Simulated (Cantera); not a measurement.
Input: 1 mol Si, a varied amount of SF6, 62 mol N2, equilibrated at 975 °C and 100 Torr.

Method: chemical equilibrium by Gibbs-energy minimisation in Cantera with the NASA 1993 tables (ideal gas, pure condensed phases). Candidate condensed phases: S, Si, Si3N4; 29 gas species. The tables' values for S2F2 (SSF2), SF3, SF5, FS2F (FSSF) are old estimates; treat these amounts as uncertain. Gases not in the tables: S3 to S7. Kinetics and transport are ignored.

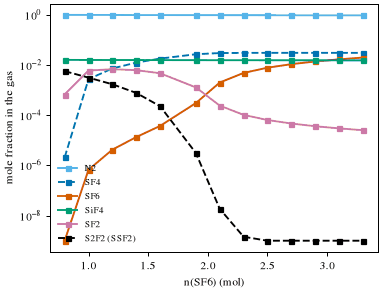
Equilibrium gas composition (values under 1e-9 drawn at 1e-9)

Question: Read off the mole fractions at 2.7 mol SF6.

Answer: N2 about 0.94, SF4 about 0.030, SiF4 about 0.015, SF6 about 0.011, SF2 about 4.6e-5.
